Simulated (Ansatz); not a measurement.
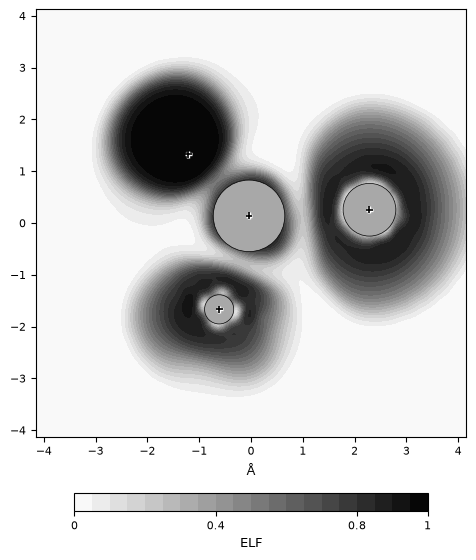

The electron localisation function on a plane through atoms (crosses mark nuclei in the plane; grey discs cover the cores).

Computed with Ansatz 0.2.0, RHF/def2-SVP.

Candidates:
A. F2H2W···H2O
B. ClH5OW

### Which system is this?

Candidate B: ClH5OW on the plane of atoms O2, W1 and Cl7, which holds W, O, H and Cl. W–O (1.89 Å): the ELF peaks at about 0.85 in the valence shell of O, 0.6 Å from its nucleus, and is about 0.25 at the midpoint. W–Cl (2.33 Å): the ELF peaks at about 0.85 in the valence shell of Cl, 0.9 Å from its nucleus, and is about 0.35 at the midpoint.
